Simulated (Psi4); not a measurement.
# C2H7Al (SMILES [CH3][AlH][CH3]): wB97X-D/cc-pVDZ (sweep point 7)

Aim: the vertical ionisation energy of C2H7Al at wB97X-D/cc-pVDZ (sweep point 7), from 2 runs. 

Program for the calculation: Psi4 1.11.

4 further runs of the same task are left out: 4 set aside as unsound or not needed.

## 1. The structure to begin with

The species is C2H7Al (10 atoms), meant as a singlet with charge 0. As SMILES, `[CH3][AlH][CH3]`. The shape is that of a PBE0-D4/def2-TZVP optimisation.

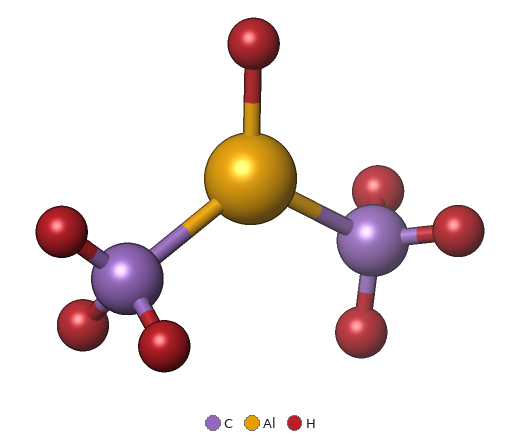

The structure, seen from a chosen angle (carbon purple, aluminium amber, hydrogen red).

## 2. The energy at wB97X-D/cc-pVDZ (sweep point 7)

The input, job.in:

```
memory 1600 MB

molecule mol {
  0 1
  C     -1.219100     0.923600    -0.783300
  Al     0.496800     0.021800    -0.536400
  C      0.903900    -0.949000     1.109700
  H     -2.054000     0.233200    -0.621200
  H     -1.337000     1.368500    -1.773800
  H     -1.340300     1.723700    -0.043600
  H      1.605700     0.078800    -1.681200
  H      0.069000    -0.980000     1.814000
  H      1.201900    -1.980900     0.894300
  H      1.756300    -0.490900     1.624500
  symmetry c1
}

set {
  basis cc-pVDZ
  puream true
  scf_type pk
  dft_radial_points 150
  dft_spherical_points 974
}

energy_value = energy("wb97x-d")
```

Run with:

```console
$ psi4 job.in job.out -n 1
```

job.out, shortened:

```text
[...]
  Running in c1 symmetry.
[...]
  Nuclear repulsion =   96.450436935966493
[...]
  Multiplicity = 1
[...]
  Nalpha       = 16
  Nbeta        = 16
[...]
    Number of basis functions: 81
[...]
   @RKS iter   1:  -322.53849620560220   -6.38741e-01   8.98469e-03 DIIS/ADIIS
[...]
   @RKS iter   7:  -322.82028397432009   -7.36712e-08   6.42896e-07 DIIS
[...]
    Orbital Energies [Eh]
    ---------------------
    Doubly Occupied:
       1A    -56.173531     2A    -10.263650     3A    -10.263205
       4A     -4.229550     5A     -2.774021     6A     -2.765670
       7A     -2.765132     8A     -0.773941     9A     -0.763976
      10A     -0.478838    11A     -0.472474    12A     -0.470409
      13A     -0.465013    14A     -0.464682    15A     -0.356497
      16A     -0.351114
[...]
  @RKS Final Energy:  -322.82028397432009
   => Energetics <=
    Nuclear Repulsion Energy =             96.4504369359664935
    One-Electron Energy =                -635.5350109513653933
    Two-Electron Energy =                 238.7929175677448086
    DFT Exchange-Correlation Energy =     -22.5259718957969390
    Empirical Dispersion Energy =          -0.0026556308690538
    VV10 Nonlocal Energy =                  0.0000000000000000
    Total Energy =                       -322.8202839743200911
[...]
 Multipole Moments:
 ------------------------------------------------------------------------------------
     Multipole            Electronic (a.u.)      Nuclear  (a.u.)        Total (a.u.)
 ------------------------------------------------------------------------------------
 L = 1.  Multiply by 2.5417464519 to convert [e a0] to [Debye]
 Dipole X            :          1.2823899           -1.4775832           -0.1951933
 Dipole Y            :          0.0785453           -0.0876992           -0.0091539
 Dipole Z            :         -1.4973993            1.7012199            0.2038206
 Magnitude           :                                                    0.2823597
[...]
```

Wall time 44 s (1 thread of AMD EPYC 7R43 (Zen 3), shared host); peak memory 1.2 GiB.

## 3. The doublet cation

job.in, as its differences from that of step 2:

```diff
@@ -1,5 +1,5 @@
-memory 1600 MB
+memory 1.6 GB
 
 molecule mol {
-  0 1
+  1 2
   C     -1.219100     0.923600    -0.783300
@@ -17,10 +17,10 @@
 
-set {
-  basis cc-pVDZ
-  puream true
-  scf_type pk
-  dft_radial_points 150
-  dft_spherical_points 974
-}
+set basis cc-pVDZ
+set reference uks
+set puream true
+set scf_type pk
+set dft_radial_points 150
+set dft_spherical_points 974
+set maxiter 100
 
-energy_value = energy("wb97x-d")
+energy_value, wavefunction = energy('wb97x-d', return_wfn=True)
```

Run with:

```console
$ psi4 -i job.in -o job.out -n 1
```

job.out, shortened:

```text
[...]
  Running in c1 symmetry.
[...]
  Nuclear repulsion =   96.450436935966493
[...]
  Multiplicity = 2
[...]
  Nalpha       = 16
  Nbeta        = 15
[...]
    Number of basis functions: 81
[...]
   @UKS iter   1:  -322.16766302736193   -2.67908e-01   8.43102e-03 ADIIS/DIIS
[...]
   @UKS iter  15:  -322.44489678402385    3.84192e-07   4.88001e-07 DIIS
[...]
   @S^2 Observed:                7.622385748E-01
[...]
    Orbital Energies [Eh]
    ---------------------
    Alpha Occupied:
       1A    -56.447487     2A    -10.490859     3A    -10.484601
       4A     -4.500478     5A     -3.042969     6A     -3.041015
       7A     -3.034549     8A     -0.994329     9A     -0.980418
      10A     -0.759140    11A     -0.687386    12A     -0.682848
      13A     -0.676002    14A     -0.671028    15A     -0.634949
      16A     -0.586345
    Alpha Virtual:
      17A     -0.179343    18A     -0.102718    19A     -0.069929
      20A     -0.032223    21A      0.013514    22A      0.022590
      23A      0.028641    24A      0.032510    25A      0.044991
[...]
  @UKS Final Energy:  -322.44489678402385
   => Energetics <=
    Nuclear Repulsion Energy =             96.4504369359664935
    One-Electron Energy =                -627.9123002329882866
    Two-Electron Energy =                 231.3718738703664144
    DFT Exchange-Correlation Energy =     -22.3522517264994462
    Empirical Dispersion Energy =          -0.0026556308690538
    VV10 Nonlocal Energy =                  0.0000000000000000
    Total Energy =                       -322.4448967840238538
[...]
 Multipole Moments:
 ------------------------------------------------------------------------------------
     Multipole            Electronic (a.u.)      Nuclear  (a.u.)        Total (a.u.)
 ------------------------------------------------------------------------------------
 L = 1.  Multiply by 2.5417464519 to convert [e a0] to [Debye]
 Dipole X            :          1.8674498           -1.4775832            0.3898666
 Dipole Y            :          0.1430113           -0.0876992            0.0553121
 Dipole Z            :         -2.1711055            1.7012199           -0.4698856
 Magnitude           :                                                    0.6130643
[...]
```

Wall time 1.8 min (1 thread of AMD EPYC 7R43 (Zen 3), shared host); peak memory 1.2 GiB.

## 4. Results

At wB97X-D/cc-pVDZ (sweep point 7):

| quantity | value |
| --- | --- |
| singlet C2H7Al: total energy | -322.82028 Eh |
| singlet C2H7Al: dipole moment | 0.72 D |
| singlet C2H7Al: HOMO energy | -9.55 eV |
| singlet C2H7Al: LUMO energy | 0.91 eV |
| singlet C2H7Al: HOMO–LUMO gap | 10.46 eV |
| singlet C2H7Al: dispersion energy | -6.97 kJ/mol |
| doublet cation: total energy | -322.44490 Eh |
| doublet cation: HOMO energy (highest over α and β) | -15.05 eV |
| doublet cation: LUMO energy (lowest over α and β) | -10.71 eV |
| doublet cation: dispersion energy | -6.97 kJ/mol |
| doublet cation: ⟨S²⟩ | 0.762 |
| vertical ionisation energy (to the doublet cation) | 10.215 eV |

**Reading.** Removing an electron at fixed nuclei costs 10.21 eV (236 kcal/mol). The negative HOMO energy of the first species, 9.55 eV, lies 0.66 eV below that difference.
